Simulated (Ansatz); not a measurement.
## Ligand exchange: GaH2Br + C2HF5 → GaH3 + C2BrF5

Species: GaH2Br `[GaH2][Br]`, singlet; C2HF5 (pentafluoroethane) `FC(F)C(F)(F)F`, singlet; GaH3 `[GaH3]`, singlet; C2BrF5 `FC(F)(F)C(F)(F)Br`, singlet. The partners trade Br for H: Ga–Br and C–H bonds give way to Ga–H and C–Br.

Shapes, held fixed at every level: PBE0-D4/def2-TZVP. Programs: Ansatz 0.2.0. The zero-point and thermal change to 298 K, harmonic and unscaled (PBE0-D4/def2-TZVP), is -14.7 kJ/mol.

| level | kind | ΔH(298 K) (kJ/mol) | less CCSD(T)/def2-TZVPP |
| --- | --- | --- | --- |
| HF/def2-TZVPP | Hartree–Fock | +235.1 | +34.4 |
| r2SCAN-D4/def2-TZVPP | meta-GGA | +193.7 | -7.0 |
| B2PLYP/def2-TZVPP | double hybrid | +205.1 | +4.4 |
| MP2/def2-SVP | perturbation theory | +207.2 | +6.5 |
| MP2/def2-TZVPP | perturbation theory | +203.0 | +2.3 |
| CCSD/def2-TZVPP | coupled cluster or CI | +206.5 | +5.8 |
| CCSD(T)/def2-TZVPP | coupled cluster or CI | +200.7 | 0.0 |

The highest level, CCSD(T)/def2-TZVPP, gives ΔH(298 K) = +200.7 kJ/mol; the levels span +193.7 to +235.1. The column of differences is taken from that level and isn't an error. No measured value is set beside it here. Relativity is left out for Br, Ga. Outer-core shells of Br, Ga are correlated, in sets that cover them unevenly.

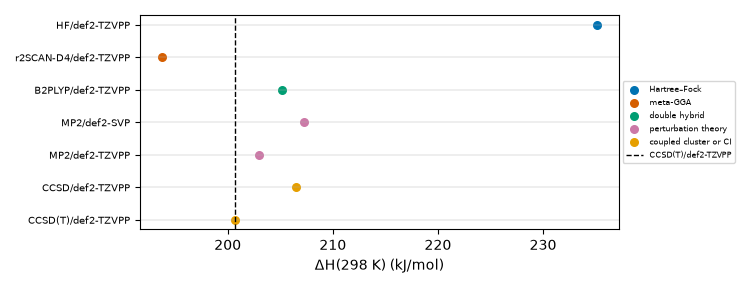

The values of the table, level by level.
